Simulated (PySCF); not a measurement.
# C4F3N3S: a tour of settings, part 2 of 2

PySCF 2.14.0. Atoms count from 0.

## (4) Shielding tensors: LC-wPBE/ANO-RCC-VDZP

The job: settings as JSON, then the geometry in Å.

```
{"job": {"kind": "nmr", "xc": "LC-wPBE", "basis": "ANO-RCC-VDZP", "pop": false, "gauge": [0, 0, 50], "scf": {"max_cycle": 76}}, "charge": 0, "multiplicity": 1}
N     -3.763124     1.326810     0.113543
C     -2.786575     0.733772     0.073289
C     -1.572299     0.006779     0.019141
N     -1.556666    -1.307455    -0.066497
S     -0.050476    -1.862512    -0.115403
C      0.567178    -0.233554    -0.012667
C      2.022939     0.101143    -0.017068
F      2.336950     1.022147     0.892210
F      2.424697     0.560871    -1.208580
F      2.764144    -0.986079     0.246041
N     -0.381345     0.640750     0.050028
```

Level: common gauge origin LC-wPBE/ANO-RCC-VDZP NMR shielding, non-relativistic, gas phase.

Log:

```text
final grid: 124368 points
cycle   1  E = -1013.4593257870  dE =  2.941e+00  |g| = 1.220e+00  |ddm| = 5.424e+00
cycle   2  E = -1013.3832336996  dE =  7.609e-02  |g| = 1.497e+00  |ddm| = 1.973e+00
cycle   3  E = -1013.7833906698  dE = -4.002e-01  |g| = 1.323e-01  |ddm| = 1.010e+00
cycle   4  E = -1013.7862669623  dE = -2.876e-03  |g| = 8.201e-02  |ddm| = 1.689e-01
cycle   5  E = -1013.7876283791  dE = -1.361e-03  |g| = 2.521e-02  |ddm| = 8.032e-02
cycle   6  E = -1013.7877855402  dE = -1.572e-04  |g| = 5.843e-03  |ddm| = 3.092e-02
cycle   7  E = -1013.7877995083  dE = -1.397e-05  |g| = 3.733e-03  |ddm| = 1.193e-02
cycle   8  E = -1013.7878046426  dE = -5.134e-06  |g| = 9.664e-04  |ddm| = 5.854e-03
cycle   9  E = -1013.7878052685  dE = -6.260e-07  |g| = 5.973e-04  |ddm| = 2.652e-03
cycle  10  E = -1013.7878054148  dE = -1.463e-07  |g| = 1.926e-04  |ddm| = 1.118e-03
cycle  11  E = -1013.7878054344  dE = -1.958e-08  |g| = 8.192e-05  |ddm| = 4.948e-04
cycle  12  E = -1013.7878054369  dE = -2.483e-09  |g| = 3.565e-05  |ddm| = 1.513e-04
cycle  13  E = -1013.7878054375  dE = -5.696e-10  |g| = 7.654e-06  |ddm| = 7.567e-05
converged SCF energy = -1013.7878054375

GIAO shielding tensors (ppm)
atom      isotropic    diamagn.    paramagn.     s11        s22        s33       span
  0 N      -22.414     360.641    -383.056   -988.814   -174.214   1095.784   2084.597
  1 C      144.829     508.925    -364.096   -345.398     67.621    712.263   1057.661
  2 C      162.137     615.278    -453.141   -634.328    195.035    925.704   1560.032
  3 N      -11.537     342.612    -354.149  -1753.716   -177.402   1896.507   3650.223
  4 S     -703.463     968.790   -1672.252  -7117.598  -1185.551   6192.761  13310.359
  5 C      195.715     679.002    -483.287   -640.682    140.972   1086.856   1727.538
  6 C      200.163     617.297    -417.134     45.980    179.063    375.446    329.465
  7 F      691.020    3271.107   -2580.087    177.999    681.474   1213.587   1035.588
  8 F     -172.383   -3005.839    2833.455   -602.559   -319.313    404.721   1007.280
  9 F      368.649    1334.168    -965.519    -61.611    318.264    849.294    910.905
 10 N       96.159     832.966    -736.807  -1025.614   -174.598   1488.689   2514.303
```

It took 86 s on 1 thread of Arm Neoverse V1, shared host; peak memory 0.91 GiB.

The run ended normally, but its values are not to be used for the molecule: a common gauge origin replaces GIAOs, so the shieldings depend on where the origin lies. Its shieldings differ from those of step 2 (PBE0/pcSseg-1) by up to 756 ppm (S4).

## (5) Shielding tensors: PBE0/6-31++G**

The job, as its differences from that of step 4:

```diff
@@ -1,2 +1,2 @@
-{"job": {"kind": "nmr", "xc": "LC-wPBE", "basis": "ANO-RCC-VDZP", "pop": false, "gauge": [0, 0, 50], "scf": {"max_cycle": 76}}, "charge": 0, "multiplicity": 1}
+{"job": {"kind": "nmr", "xc": "PBE0", "basis": "6-31++G**", "pop": true}, "charge": 0, "multiplicity": 1}
 N     -3.763124     1.326810     0.113543
```

Level: GIAO PBE0/6-31++G** NMR shielding, non-relativistic, gas phase.

Log:

```text
coarse grid: 12416 points
cycle   1  E = -1013.4610684197  dE =  2.497e+00  |g| = 9.540e-01  |ddm| = 1.008e+01
cycle   2  E = -1013.0954753602  dE =  3.656e-01  |g| = 1.689e+00  |ddm| = 8.886e+00
cycle   3  E = -1013.6352993823  dE = -5.398e-01  |g| = 2.320e-01  |ddm| = 5.555e+00
cycle   4  E = -1013.6449721086  dE = -9.673e-03  |g| = 9.899e-02  |ddm| = 5.405e-01
cycle   5  E = -1013.6466691799  dE = -1.697e-03  |g| = 4.241e-02  |ddm| = 2.226e-01
cycle   6  E = -1013.6470672397  dE = -3.981e-04  |g| = 1.072e-02  |ddm| = 1.061e-01
cycle   7  E = -1013.6470919239  dE = -2.468e-05  |g| = 2.680e-03  |ddm| = 6.385e-02
cycle   8  E = -1013.6470931233  dE = -1.199e-06  |g| = 1.317e-03  |ddm| = 1.253e-02
final grid: 124368 points
cycle   9  E = -1013.5882433545  dE = -2.706e-05  |g| = 1.006e-02  |ddm| = 2.639e-01
cycle  10  E = -1013.5882026649  dE =  4.069e-05  |g| = 1.648e-02  |ddm| = 8.688e-02
cycle  11  E = -1013.5882659987  dE = -6.333e-05  |g| = 2.243e-03  |ddm| = 4.828e-02
cycle  12  E = -1013.5882670751  dE = -1.076e-06  |g| = 5.710e-04  |ddm| = 5.753e-03
cycle  13  E = -1013.5882671358  dE = -6.065e-08  |g| = 2.348e-04  |ddm| = 1.513e-03
cycle  14  E = -1013.5882671467  dE = -1.094e-08  |g| = 7.552e-05  |ddm| = 4.872e-04
cycle  15  E = -1013.5882671478  dE = -1.112e-09  |g| = 2.254e-05  |ddm| = 2.426e-04
cycle  16  E = -1013.5882671480  dE = -1.223e-10  |g| = 8.026e-06  |ddm| = 8.511e-05
converged SCF energy = -1013.5882671480

GIAO shielding tensors (ppm)
atom      isotropic    diamagn.    paramagn.     s11        s22        s33       span
  0 N       -8.982     320.859    -329.841   -157.856   -141.913    272.823    430.679
  1 C       92.494     303.589    -211.095     -9.129     -0.631    287.242    296.371
  2 C       55.710     214.872    -159.162     -5.550     76.716     95.965    101.516
  3 N      -45.347     311.575    -356.922   -270.415    -91.541    225.916    496.331
  4 S      126.801    1051.508    -924.707    -37.090    146.345    271.148    308.238
  5 C       17.532     274.721    -257.189    -62.644     16.938     98.303    160.947
  6 C       74.020     246.656    -172.636     58.958     75.110     87.991     29.033
  7 F      259.385     454.892    -195.507    191.399    246.332    340.425    149.027
  8 F      248.439     453.811    -205.372    170.607    240.404    334.305    163.698
  9 F      263.992     447.452    -183.461    193.543    239.394    359.038    165.495
 10 N      -47.772     326.756    -374.528   -305.193    -70.971    232.848    538.042
```

Wall time 33 s (1 thread of Arm Neoverse V1, shared host); peak memory 0.84 GiB.

In short: δ C5 180.9, C2 142.8, C6 124.4, C1 106.0 ppm.

## (6) Excited states and response: wB97X/def2-SVPD

The job, as its differences from that of step 5:

```diff
@@ -1,2 +1,2 @@
-{"job": {"kind": "nmr", "xc": "PBE0", "basis": "6-31++G**", "pop": true}, "charge": 0, "multiplicity": 1}
+{"job": {"kind": "uv", "xc": "wB97X", "basis": "def2-SVPD", "nstates": 12, "ntriplets": 2, "tda": false, "scf": {"damp": 0.1}}, "charge": 0, "multiplicity": 1}
 N     -3.763124     1.326810     0.113543
```

Level: TDDFT wB97X/def2-SVPD, vertical, gas phase, core orbitals frozen in the response.

Log:

```text
damping 0.10 in the first 6 cycles
final grid: 124368 points
cycle   1  E = -1013.3569933455  dE =  2.749e+00  |g| = 1.171e+00  |ddm| = 5.878e+00
cycle   2  E = -1013.4007904251  dE = -4.380e-02  |g| = 1.186e+00  |ddm| = 2.533e+00
cycle   3  E = -1013.3767799737  dE =  2.401e-02  |g| = 1.215e+00  |ddm| = 2.475e+00
cycle   4  E = -1013.2962269074  dE =  8.055e-02  |g| = 1.351e+00  |ddm| = 2.551e+00
cycle   5  E = -1013.1779974093  dE =  1.182e-01  |g| = 1.549e+00  |ddm| = 2.808e+00
cycle   6  E = -1012.6629221613  dE =  5.151e-01  |g| = 2.135e+00  |ddm| = 4.086e+00
cycle   7  E = -1011.8039219221  dE =  8.590e-01  |g| = 2.923e+00  |ddm| = 5.190e+00
cycle   8  E = -1013.6530896026  dE = -1.849e+00  |g| = 1.745e-01  |ddm| = 3.041e+00
cycle   9  E = -1013.6559724289  dE = -2.883e-03  |g| = 1.354e-01  |ddm| = 5.837e-01
cycle  10  E = -1013.6594388431  dE = -3.466e-03  |g| = 1.807e-02  |ddm| = 2.458e-01
cycle  11  E = -1013.6595212588  dE = -8.242e-05  |g| = 5.384e-03  |ddm| = 4.366e-02
cycle  12  E = -1013.6595293515  dE = -8.093e-06  |g| = 2.273e-03  |ddm| = 1.639e-02
cycle  13  E = -1013.6595311077  dE = -1.756e-06  |g| = 9.349e-04  |ddm| = 5.910e-03
cycle  14  E = -1013.6595314104  dE = -3.028e-07  |g| = 3.740e-04  |ddm| = 2.611e-03
cycle  15  E = -1013.6595314736  dE = -6.322e-08  |g| = 2.011e-04  |ddm| = 1.136e-03
cycle  16  E = -1013.6595314916  dE = -1.800e-08  |g| = 6.000e-05  |ddm| = 5.375e-04
cycle  17  E = -1013.6595314934  dE = -1.757e-09  |g| = 2.198e-05  |ddm| = 2.108e-04
cycle  18  E = -1013.6595314936  dE = -2.028e-10  |g| = 6.249e-06  |ddm| = 7.143e-05
converged SCF energy = -1013.6595314936

Static polarisability (au): isotropic 82.096, principal 53.725 79.463 113.100

Singlet excitations
state   eV       nm        f      main configurations
  1   5.2083    238.1   0.00157   H-1->L 0.93
  2   5.5604    223.0   0.13693   H->L 0.89
  3   5.8604    211.6   0.00067   H-2->L 0.68, H-3->L 0.17, H-1->L+1 0.09
  4   6.5199    190.2   0.01724   H->L+1 0.32, H->L+2 0.24, H-3->L 0.24
  5   6.5519    189.2   0.00344   H->L+2 0.60, H-3->L 0.18, H->L+1 0.09
  6   6.7222    184.4   0.00206   H-1->L+1 0.47, H-4->L 0.29, H-4->L+1 0.13
  7   6.8520    180.9   0.00061   H-1->L+1 0.39, H-4->L 0.25, H-4->L+1 0.23
  8   6.9910    177.3   0.37903   H->L+1 0.41, H-3->L 0.33
  9   7.7322    160.3   0.00064   H->L+5 0.42, H-6->L+5 0.18, H-6->L+2 0.11
 10   7.7836    159.3   0.00468   H-1->L+2 0.50, H-2->L+1 0.23, H-2->L+2 0.12
 11   7.8145    158.7   0.00226   H-2->L+1 0.39, H-1->L+2 0.20, H-3->L+1 0.17
 12   7.9737    155.5   0.03813   H-6->L 0.51, H-6->L+1 0.16, H->L+1 0.10

Triplet excitations (Tamm-Dancoff, eV): 3.7333 4.7412
```

Wall time 85 s (1 thread of Arm Neoverse V1, shared host); peak memory 1.1 GiB.

Key values: HOMO -11.36 eV, LUMO -1.10 eV; lowest singlet 5.21 eV.

## (7) Side by side: NMR shifts

Shifts (ppm) of some atoms, chosen among heavy atoms and hydrogens apart, with basis size and wall time:

```
           run     C2     C1    N10     N3     N0  functions  time
 PBE0/pcSseg-1  151.3  117.0  356.4  349.7  321.2        194  36 s
PBE0/6-31++G**  142.8  106.0  320.6  318.2  281.8        202  33 s
```

## (8) Comparing the runs: electronic excitations

Excitations and ground-state properties, with basis size and wall time:

```
            run  lowest singlet (eV)  brightest (eV)      f  gap (eV)  α (Å³)  μ (D)  functions  time
 PBE0/def2-SVPD                 4.91            5.36  0.113      5.99   12.31   3.68        236  56 s
wB97X/def2-SVPD                 5.21            6.99  0.379     10.26   12.17   3.76        236  85 s
```

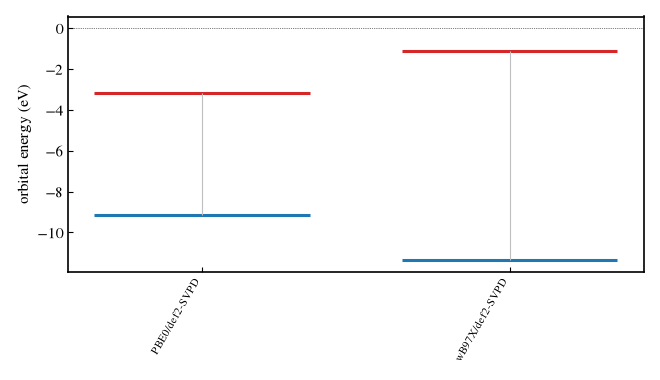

HOMO (blue) and LUMO (red) run by run.

## (9) What came out

The summary covers parts 1 to 2.

| quantity | value |
| --- | --- |
| ¹³C shifts against TMS (PBE0/pcSseg-1) | 188.7, 151.3, 128.3, 117.0 ppm |
| ¹⁵N shifts against NH3 (PBE0/pcSseg-1) | 356.4, 349.7, 321.2 ppm |
| ³³S shifts against CS2 (PBE0/pcSseg-1) | 451 ppm |
| ¹⁹F shifts against CFCl3 (PBE0/pcSseg-1, means over atoms taken as alike) | -73.0 ppm |
| potential on the surface of density 0.002 e/bohr³, 1st and 99th percentile | -1.34 V and 1.78 V |
| lowest singlet (PBE0/def2-SVPD) | 4.91 eV (253 nm), f = 0.001 |
| brightest single state of those computed | state 2, 5.36 eV, f = 0.113 |
| lowest triplet | 3.61 eV |
| range of the shift of N0 | 281.8 to 321.2 ppm |
| range of the lowest singlet | 4.91 to 5.21 eV |
| property runs in this session | 5, of which 0 failed and 1 gave unsound results |

Single values in the summary come from the first sound run of each kind (PBE0/pcSseg-1; PBE0/def2-SVPD), which need not be the best level. At PBE0/pcSseg-1: Shielding is most anisotropic at N10 (span 591 ppm, paramagnetic term -417 ppm). NICS(1)zz of -32 ppm above the planar ring from C2 marks a diatropic (aromatic) ring current. At PBE0/pcSseg-1, counted by nearest atom on the grid, the HOMO lies on S4 29 %; N0 19 %, the LUMO on S4 25 %; N3 24 %. The lowest singlet, at 4.91 eV, is HOMO−1→LUMO 0.98 and is weak; of the 6 states computed, the strongest absorption comes from state 2 at 5.36 eV. The lowest triplet lies 1.30 eV below the lowest singlet (triplets in Tamm-Dancoff, singlets in full TDDFT). Among the atoms with a shift in every run: Across the 2 runs the shift of N0 moves most, between 281.8 (PBE0/6-31++G**) and 321.2 ppm (PBE0/pcSseg-1). The lowest singlet runs from 4.91 eV (PBE0/def2-SVPD) to 5.21 eV (wB97X/def2-SVPD), while the orbital gap spans 5.99 to 10.26 eV: the excitation energy moves far less from run to run than the orbital gap does. The lowest state need not be the same one in every run. The runs solved for a few states only, so the brightest column depends on that window.
